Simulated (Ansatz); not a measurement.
# CH5GeS radical: geometry and vibrations

The task is to find a stationary geometry of CH5GeS radical, check the end point by its vibrations and derive ideal-gas thermochemistry.

Program: Ansatz 0.2.0, Gaussian basis. Level of theory: UKS PBE0-D4/def2-TZVP. These are calculated values, not measurements.

Levels to be run: relaxation at PBE-D4/def2-SVP; relaxation at PBE0-D4/def2-TZVP; harmonic vibrations at the same level.

1 further run of the same task is left out (set aside as unsound or not needed).

## (1) Where the work starts

SMILES `C[S][GeH2]`, 8 atoms, charge 0, spin multiplicity 2.

Atoms are counted from 1 here; the program's logs count them from 0.

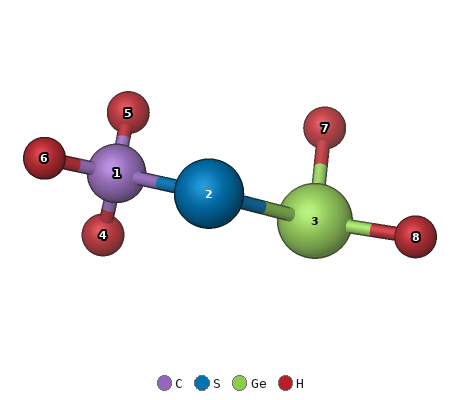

The starting geometry (carbon purple, sulfur blue, germanium green, hydrogen red); atoms are numbered from 1 in the order of the file.

Coordinates:

```xyz
8

C    -0.6130    1.0488   -0.3678
S    -0.8201   -0.0371    1.0371
Ge    0.5646   -1.5246    0.1711
H    -0.9158    0.5958   -1.3135
H     0.3926    1.4243   -0.5030
H    -1.3068    1.9957   -0.2102
H     2.0078   -0.8598   -0.0286
H     0.7829   -2.7003    1.1590
```

The start is a force-field geometry with small random shifts, so a cheaper pass at PBE-D4/def2-SVP comes first.

## (2) Relaxation at PBE-D4/def2-SVP (cheap first pass)

in.yaml reads:

```yaml
crystal:
  periodic: [false, false, false]
  atoms:
    - {symbol: C, position_ang: [-0.613000, 1.048800, -0.367800]}
    - {symbol: S, position_ang: [-0.820100, -0.037100, 1.037100]}
    - {symbol: Ge, position_ang: [0.564600, -1.524600, 0.171100]}
    - {symbol: H, position_ang: [-0.915800, 0.595800, -1.313500]}
    - {symbol: H, position_ang: [0.392600, 1.424300, -0.503000]}
    - {symbol: H, position_ang: [-1.306800, 1.995700, -0.210200]}
    - {symbol: H, position_ang: [2.007800, -0.859800, -0.028600]}
    - {symbol: H, position_ang: [0.782900, -2.700300, 1.159000]}
basis:
  gaussian: {orbitals: def2-SVP}
magnetization: {spin_polarized: true, initial_magnetization: 1}
hamiltonian: {xc: pbe, dispersion: d4}
relax: {f_tol: 0.03, max_steps: 200}
```

On the command line:

```console
$ ansatz run in.yaml --threads 4 --pin off --events-out ev --progress --plain --max-ram 10444MiB
```

Log, cut to the lines that bear on the results:

```text
Functional definition: PBE
  name "PBE"
  cite "Perdew, Burke & Ernzerhof, Phys. Rev. Lett. 77, 3865 (1996) doi:10.1103/PhysRevLett.77.3865"
  parent pbe
[...]
1004 factors; their error is unknown
[...]
mean field -68445.05542485 eV, -2515.3093931382 hartree, gradient 2.4e-5 eV, S^2 0.751560; 0 other end points of the search recorded, 0 dependent functions left out
[...]
reference -68445.05545743 eV, -2515.3093943357 hartree; 30, 29 occupied and 59, 60 virtual orbitals, 1004 factors
relax step   1: F+E_penalty+E_count = -68445.22282293 eV  Δ(F+E_penalty+E_count) = +0.000e0 eV  max|allowed force component| = 2.535e0 eV/Å  Δτ_max = 0.0000 Å  (31 SCF iters, accepted)
[...]
relax step   6: F+E_penalty+E_count = -68445.46022674 eV  Δ(F+E_penalty+E_count) = +2.007e-3 eV  max|allowed force component| = 1.038e-1 eV/Å  Δτ_max = 0.0782 Å  (30 SCF iters, rejected (line search))
[...]
relax step   7: F+E_penalty+E_count = -68445.46358417 eV  Δ(F+E_penalty+E_count) = -1.351e-3 eV  max|allowed force component| = 5.726e-3 eV/Å  Δτ_max = 0.0391 Å  (29 SCF iters, accepted)
1004 factors; their error is unknown
[...]
mean field -68445.29996616 eV, -2515.3183798659 hartree, gradient 2.5e-5 eV, S^2 0.751546; 1 other end points of the search recorded, 0 dependent functions left out
[...]
reference -68445.29999977 eV, -2515.3183811009 hartree; 30, 29 occupied and 59, 60 virtual orbitals, 1004 factors
Total energy: -68445.46361778 eV, -2515.3243939518 hartree
Atom 0 at    -0.642151     1.127800    -0.403087 Å, force     0.005726    -0.004276    -0.001614 eV/Å
Atom 1 at    -0.872581    -0.191724     0.847823 Å, force    -0.001073     0.001664     0.001578 eV/Å
Atom 2 at     0.637175    -1.701682     0.158767 Å, force     0.003077    -0.002652    -0.004437 eV/Å
Atom 3 at    -0.962237     0.786712    -1.406675 Å, force    -0.004040     0.004849     0.003814 eV/Å
Atom 4 at     0.411115     1.468134    -0.441652 Å, force    -0.005700     0.000407     0.000315 eV/Å
Atom 5 at    -1.284745     1.973896    -0.093231 Å, force    -0.000094     0.001991    -0.003659 eV/Å
Atom 6 at     1.966416    -0.910976    -0.137484 Å, force     0.001990    -0.002927     0.003563 eV/Å
Atom 7 at     0.839208    -2.609361     1.419638 Å, force     0.000114     0.000945     0.000441 eV/Å
Dipole moment:     0.060418     0.204946    -0.210156 e Å
```

Wall time 8.5 s (4 threads of Arm Neoverse V2, shared host).

The steps of the relaxation: (the energy doesn't fall at every step)

```
step  energy from step 1 (eV)  largest force component (eV/Å)
   1                   0.0000                          2.5346
   2                  -0.1718                          0.7141
   3                  -0.2262                          0.4842
   4                  -0.2371                          0.1678
   5                  -0.2394                          0.0656
   6                  -0.2374                          0.1038
   7                  -0.2408                          0.0057
```

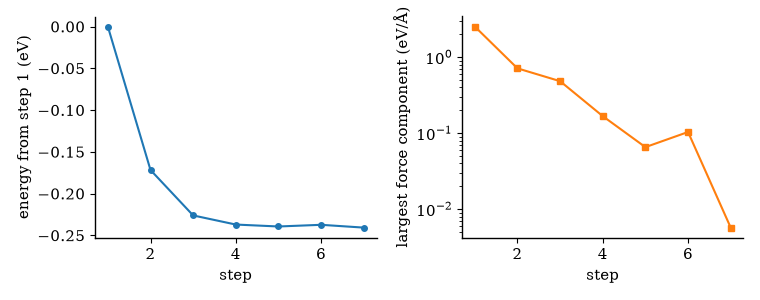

Energy and largest force along the relaxation.

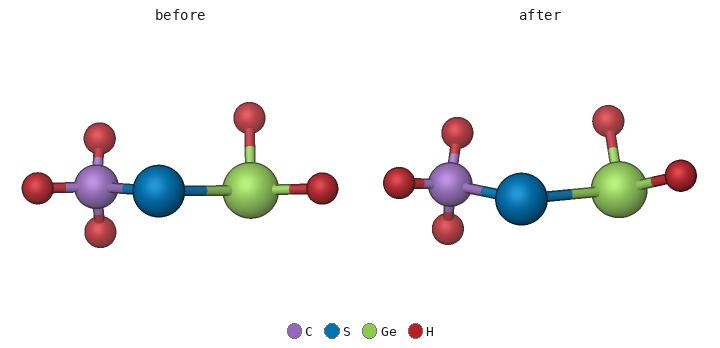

Before and after, at one scale.

Close pairs (by a distance rule), those that changed most:

```
  bond  before (Å)  after (Å)  change (Å)
 C1–H6       1.184      1.107      -0.078
 C1–S2       1.788      1.833      +0.045
S2–Ge3       2.209      2.244      +0.035
Ge3–H7       1.601      1.575      -0.027
 C1–H5       1.082      1.108      +0.026
 C1–H4       1.091      1.107      +0.016
Ge3–H8       1.551      1.567      +0.016
```

## (3) Optimising with PBE0-D4/def2-TZVP

in.yaml reads:

```yaml
crystal:
  periodic: [false, false, false]
  atoms:
    - {symbol: C, position_ang: [-0.642151, 1.127800, -0.403087]}
    - {symbol: S, position_ang: [-0.872581, -0.191724, 0.847823]}
    - {symbol: Ge, position_ang: [0.637175, -1.701682, 0.158767]}
    - {symbol: H, position_ang: [-0.962237, 0.786712, -1.406675]}
    - {symbol: H, position_ang: [0.411115, 1.468134, -0.441652]}
    - {symbol: H, position_ang: [-1.284745, 1.973896, -0.093231]}
    - {symbol: H, position_ang: [1.966416, -0.910976, -0.137484]}
    - {symbol: H, position_ang: [0.839208, -2.609361, 1.419638]}
basis:
  gaussian: {orbitals: def2-TZVP}
magnetization: {spin_polarized: true, initial_magnetization: 1}
hamiltonian: {xc: pbe0, dispersion: d4}
relax: {f_tol: 0.005, max_steps: 150}
```

Launched as before.

Log, cut to the lines that bear on the results:

```text
Functional definition: PBE0
  name "PBE0"
  cite "Adamo & Barone, J. Chem. Phys. 110, 6158 (1999) doi:10.1063/1.478522"
  cite "Perdew, Burke & Ernzerhof, Phys. Rev. Lett. 77, 3865 (1996) doi:10.1103/PhysRevLett.77.3865"
  parent pbe
[...]
1072 factors; their error is unknown
[...]
mean field -68460.04427803 eV, -2515.8602233330 hartree, gradient 1.0e-5 eV, S^2 0.753922; 0 other end points of the search recorded, 0 dependent functions left out
[...]
reference -68460.04430594 eV, -2515.8602243584 hartree; 30, 29 occupied and 116, 117 virtual orbitals, 1072 factors
relax step   1: F+E_penalty+E_count = -68460.18205767 eV  Δ(F+E_penalty+E_count) = +0.000e0 eV  max|allowed force component| = 5.461e-1 eV/Å  Δτ_max = 0.0000 Å  (32 SCF iters, accepted)
[...]
reference -68460.08287811 eV, -2515.8616418598 hartree; 30, 29 occupied and 116, 117 virtual orbitals, 1072 factors
Total energy: -68460.22149000 eV, -2515.8667357528 hartree
Atom 0 at    -0.638755     1.117072    -0.402116 Å, force     0.000042     0.000010     0.001091 eV/Å
Atom 1 at    -0.851676    -0.165660     0.859555 Å, force     0.000354    -0.000520    -0.000046 eV/Å
Atom 2 at     0.635302    -1.648882     0.181677 Å, force    -0.000614     0.000647    -0.000189 eV/Å
Atom 3 at    -0.953794     0.758653    -1.381499 Å, force     0.000027    -0.000156    -0.000371 eV/Å
Atom 4 at     0.395589     1.457808    -0.444751 Å, force     0.000599     0.000184    -0.000418 eV/Å
Atom 5 at    -1.275792     1.952154    -0.111131 Å, force    -0.000523    -0.000103    -0.000187 eV/Å
Atom 6 at     1.964601    -0.906342    -0.127144 Å, force     0.000289    -0.000072    -0.000078 eV/Å
Atom 7 at     0.816726    -2.622005     1.369510 Å, force    -0.000173     0.000010     0.000197 eV/Å
Dipole moment:     0.081251     0.173425    -0.234543 e Å
```

Wall time 21 s (4 threads of Arm Neoverse V2, shared host); peak memory 0.47 GiB.

Relaxation path:

```
step  energy from step 1 (eV)  largest force component (eV/Å)
   1                   0.0000                          0.5461
   2                  -0.0360                          0.1599
   3                  -0.0390                          0.0525
   4                  -0.0392                          0.0208
   5                  -0.0393                          0.0178
   6                  -0.0394                          0.0064
   7                  -0.0394                          0.0057
   8                  -0.0394                          0.0011
```

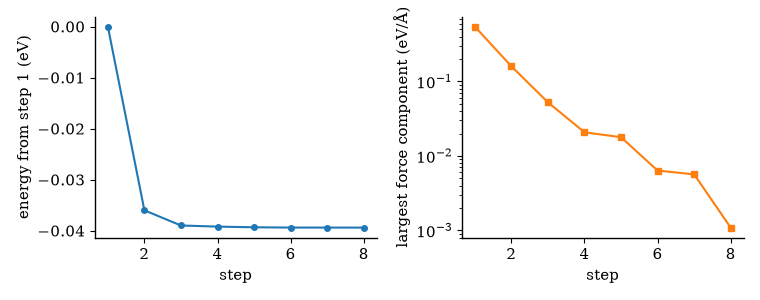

Energy and largest force along the relaxation.

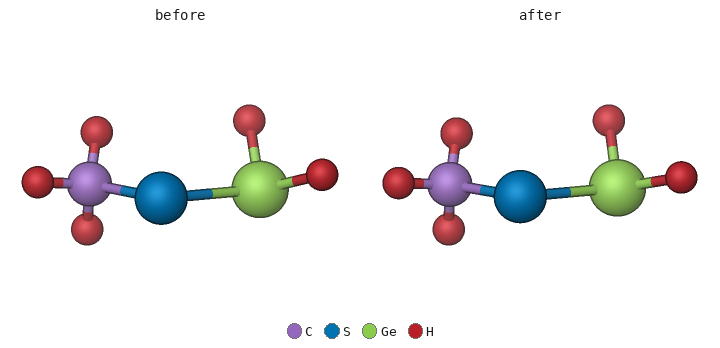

Before and after, at one scale.

Close pairs (by a distance rule), those that changed most:

| bond | before (Å) | after (Å) | change (Å) |
| --- | --- | --- | --- |
| S2–Ge3 | 2.244 | 2.207 | -0.037 |
| Ge3–H7 | 1.575 | 1.554 | -0.021 |
| C1–S2 | 1.833 | 1.812 | -0.021 |
| Ge3–H8 | 1.567 | 1.546 | -0.020 |
| C1–H4 | 1.107 | 1.089 | -0.018 |
| C1–H5 | 1.108 | 1.090 | -0.018 |
| C1–H6 | 1.107 | 1.090 | -0.017 |

Mulliken charges at the end point, from the run's report:

```csv
atom,value (e)
C1,-0.36
S2,-0.20
Ge3,0.05
H4,0.15
H5,0.15
H6,0.15
H7,0.02
H8,0.03
```

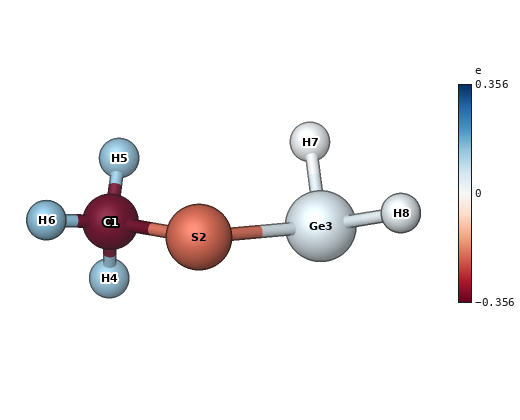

Mulliken charges at the end point, from the run's report, as colours on the atoms.

## (4) Force constants and modes

in.yaml reads:

```yaml
crystal:
  periodic: [false, false, false]
  atoms:
    - {symbol: C, position_ang: [-0.638755, 1.117072, -0.402116]}
    - {symbol: S, position_ang: [-0.851676, -0.165660, 0.859555]}
    - {symbol: Ge, position_ang: [0.635302, -1.648882, 0.181677]}
    - {symbol: H, position_ang: [-0.953794, 0.758653, -1.381499]}
    - {symbol: H, position_ang: [0.395589, 1.457808, -0.444751]}
    - {symbol: H, position_ang: [-1.275792, 1.952154, -0.111131]}
    - {symbol: H, position_ang: [1.964601, -0.906342, -0.127144]}
    - {symbol: H, position_ang: [0.816726, -2.622005, 1.369510]}
basis:
  gaussian: {orbitals: def2-TZVP}
magnetization: {spin_polarized: true, initial_magnetization: 1}
hamiltonian: {xc: pbe0, dispersion: d4}
phonons: {temperatures: {t_min: 298.15, t_max: 900, t_step: 200}}
```

The command is unchanged.

Log, cut to the lines that bear on the results:

```text
Functional definition: PBE0
  name "PBE0"
  cite "Adamo & Barone, J. Chem. Phys. 110, 6158 (1999) doi:10.1063/1.478522"
  cite "Perdew, Burke & Ernzerhof, Phys. Rev. Lett. 77, 3865 (1996) doi:10.1103/PhysRevLett.77.3865"
  parent pbe
[...]
1072 factors; their error is unknown
[...]
mean field -68460.08285016 eV, -2515.8616408324 hartree, gradient 2.9e-5 eV, S^2 0.753619; 0 other end points of the search recorded, 0 dependent functions left out
[...]
reference -68460.08287798 eV, -2515.8616418549 hartree; 30, 29 occupied and 116, 117 virtual orbitals, 1072 factors
[...]
1072 factors; their error is unknown
mean field -68460.08267642 eV, -2515.8616344478 hartree, gradient 7.7e-7 eV, S^2 0.753618; 0 other end points of the search recorded, 0 dependent functions left out
[...]
reference -68460.08270424 eV, -2515.8616354702 hartree; 30, 29 occupied and 116, 117 virtual orbitals, 1072 factors
[...]
Atom 0 at    -0.638755     1.117072    -0.402116 Å, force     0.000084     0.000019     0.001102 eV/Å
Atom 1 at    -0.851676    -0.165660     0.859555 Å, force     0.000358    -0.000520    -0.000047 eV/Å
Atom 2 at     0.635302    -1.648882     0.181677 Å, force    -0.000619     0.000637    -0.000185 eV/Å
Atom 3 at    -0.953794     0.758653    -1.381499 Å, force     0.000018    -0.000162    -0.000385 eV/Å
Atom 4 at     0.395589     1.457808    -0.444751 Å, force     0.000571     0.000174    -0.000414 eV/Å
Atom 5 at    -1.275792     1.952154    -0.111131 Å, force    -0.000529    -0.000096    -0.000188 eV/Å
Atom 6 at     1.964601    -0.906342    -0.127144 Å, force     0.000292    -0.000067    -0.000076 eV/Å
Atom 7 at     0.816726    -2.622005     1.369510 Å, force    -0.000174     0.000015     0.000192 eV/Å
Dipole moment:     0.081251     0.173425    -0.234543 e Å
Vibrations: 113.93 160.93 175.66 412.96 572.87 597.56 731.63 814.73 966.62 983.53 1347.17 1465.73 1472.68 2039.66 2106.29 3064.25 3156.09 3159.42 cm⁻¹, zero-point energy 1.447001 eV
```

Wall time 69 s (4 threads of Arm Neoverse V2, shared host); peak memory 0.46 GiB.

Motions are named by where the mode's potential energy lies. The modes, unscaled (a negative number is an imaginary wavenumber):

| mode | cm⁻¹ | motion |
| --- | --- | --- |
| 1 | 114 | torsion |
| 2 | 161 | torsion |
| 3 | 176 | bend |
| 4 | 413 | Ge–S stretch |
| 5 | 573 | bend |
| 6 | 598 | bend |
| 7 | 732 | C–S stretch |
| 8 | 815 | bend |
| 9 | 967 | bend |
| 10 | 984 | bend |
| 11 | 1347 | bend |
| 12 | 1466 | bend |
| 13 | 1473 | bend |
| 14 | 2040 | Ge–H stretch |
| 15 | 2106 | Ge–H stretch |
| 16 | 3064 | C–H stretch |
| 17 | 3156 | C–H stretch |
| 18 | 3159 | C–H stretch |

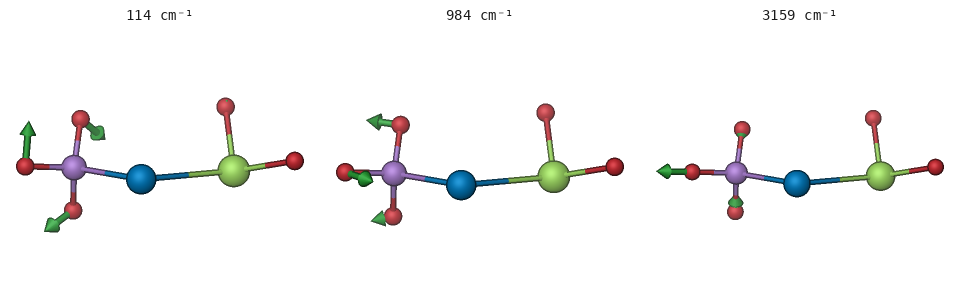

How the atoms move in 3 of the modes.

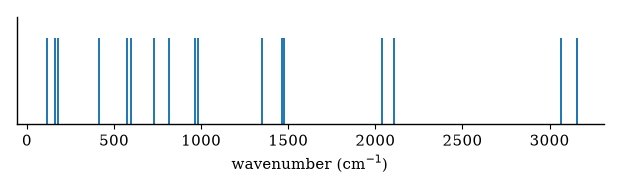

The harmonic wavenumbers as sticks (no intensities were computed).

Ideal gas, rigid rotor and harmonic oscillator at 298.15 K and 1 bar, with symmetry number 1:

```csv
term,value
zero-point energy,139.6 kJ/mol
H(298) − E,157.0 kJ/mol
"entropy, electronic degeneracy",5.8 J/(mol K)
"entropy, translation",168.7 J/(mol K)
"entropy, rotation",107.1 J/(mol K)
"entropy, vibration",44.8 J/(mol K)
"entropy, total",326.4 J/(mol K)
```

## (5) Summary of results

```
                  quantity            value
               point group               C1
                     steps            7 + 8
shift from the start (rms)          0.155 Å
              total energy   -68460.2215 eV
           dispersion term         -139 meV
             dipole moment           1.45 D
lowest, highest wavenumber   114, 3159 cm⁻¹
         zero-point energy     139.6 kJ/mol
       entropy at 298.15 K  326.4 J/(mol K)
```

In words: The relaxed geometry lies 0.15 Å (rms) from the start; the bond that changed most is C1–H6, from 1.184 to 1.090 Å. All wavenumbers are real, so the end point is a minimum. The stiffest mode, 3159 cm⁻¹, is a C–H stretch, and 3 modes under 200 cm⁻¹ make the vibrational entropy uncertain. Harmonic hybrid wavenumbers usually lie a few per cent above measured fundamentals. The largest Mulliken charge, -0.36 e, sits on C1.
